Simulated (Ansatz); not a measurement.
**FH3Si···H2O: density, localisation and related maps**

Input

```
crystal:
  periodic: [false, false, false]
  atoms:
    - { symbol: Si, position_ang: [0.307673, 0.027998, -0.109982] }
    - { symbol: F, position_ang: [0.21476, -0.129836, 1.495677] }
    - { symbol: H, position_ang: [1.774788, 0.073211, -0.410236] }
    - { symbol: H, position_ang: [-0.31775, 1.298628, -0.572114] }
    - { symbol: H, position_ang: [-0.284666, -1.16406, -0.775569] }
    - { symbol: O, position_ang: [-2.4198, 0.071067, 0.822398] }
    - { symbol: H, position_ang: [-2.829024, -0.810677, 0.731619] }
    - { symbol: H, position_ang: [-1.896982, 0.003968, 1.661508] }
basis:
  gaussian: { orbitals: def2-mTZVP }
hamiltonian:
  xc: pbe
  dispersion: d4
relax:
  f_tol: 0.03
  max_steps: 50
output:
  orbitals: {}
```

Launched as:

```sh
ansatz run input.yaml --threads 1 --pin off --max-ram 2048MiB --backend cpu --events-out ev --progress --plain --runs-dir out
```

The fields are those of the run's last geometry, not of the input's.

Level of theory: RKS PBE-D4/def2-mTZVP in Ansatz.

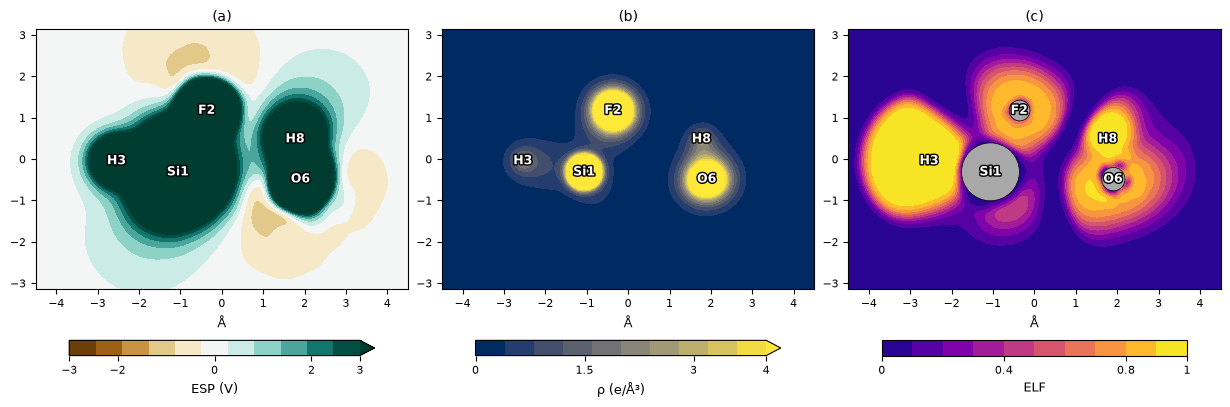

Figure 1. (a) electrostatic potential; (b) total electron density; (c) electron localisation function on the plane of atoms F2, Si1 and H3. Grey discs cover the atomic cores in the ELF map.

**Read the bonding off the picture.**

The section cuts through Si, F, H and O sites. Si1···O6 (2.98 Å): the density falls to about 0.08 e/Å³ on the way; the ELF dips to about 0.05 between them. Si–F (1.64 Å): the density is about 1 e/Å³ at the midpoint; the ELF peaks at about 0.85 in the valence shell of F, 0.6 Å from its nucleus, and is about 0.55 at the midpoint. O–H (0.98 Å): ρ at the midpoint is about 3.6 e/Å³; the ELF climbs to about 1 towards the hydrogen, as it does in any bond to H (a covalent bond by its length). Si–H (1.50 Å): ρ is about 0.79 e/Å³ halfway; the ELF climbs to about 1 towards the hydrogen. The ELF also peaks beside O6 and F2, away from the bonds: lone-pair regions. Outside the dense part of the complex the potential is most negative (−1.2 V) near O6.

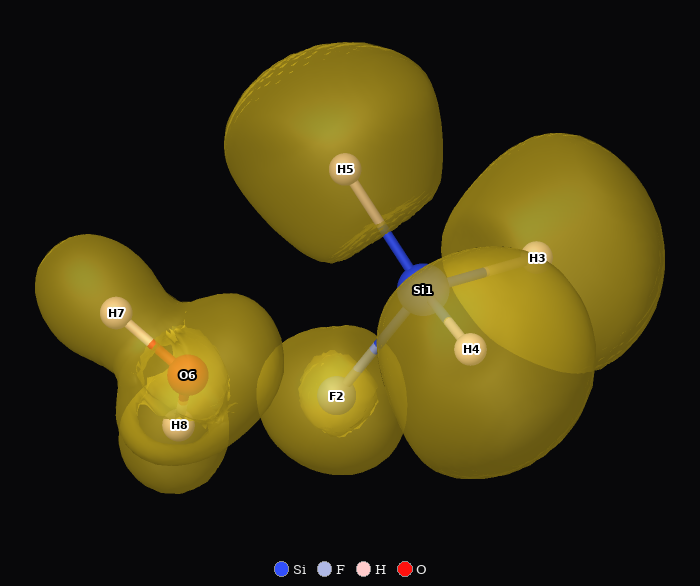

Figure 2. Isosurface of the electron localisation function at 0.75 (yellow), seen at a tilt. Only the valence region is drawn (cores and ρ < 0.01 e/Å³ removed).

**What do the ELF domains correspond to?**

The surface consists of three regions around hydrogen nuclei, one region wrapped around F (its lone pairs, merged into a ring or cap) and one joined region spread over several atoms (H, O), in which their bonds and any lone pairs are merged.

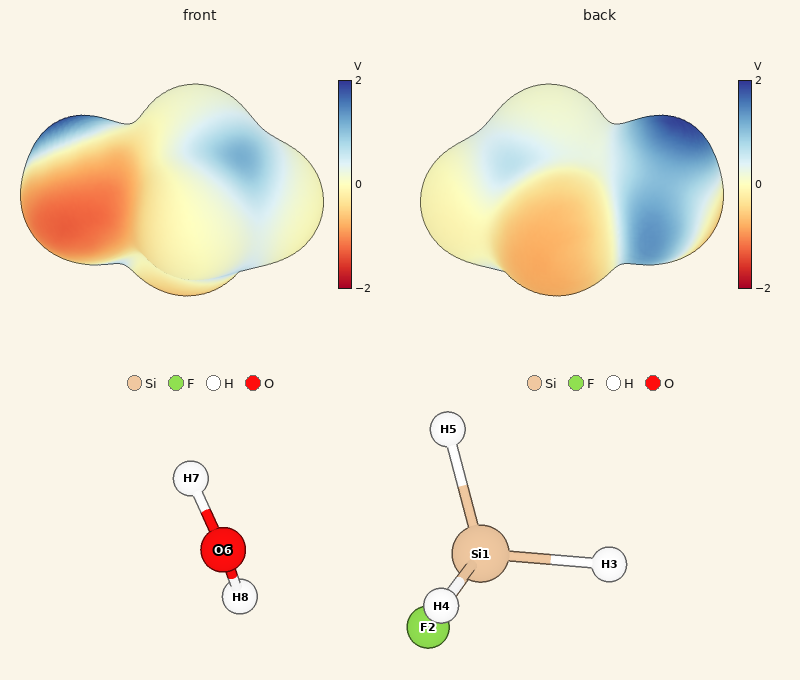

Figure 3. The molecular electrostatic potential painted on the density surface at 0.001 e/bohr³, seen from the front and from behind; the colour scale runs from red (negative) to blue (positive). The bare structure is drawn below in the same view.

**Where is the surface potential most negative and most positive?**

The most negative region (about −1.3 V) lies over O6, the most positive (about +1.9 V) over H7. O6 is the likeliest acceptor of a hydrogen bond.
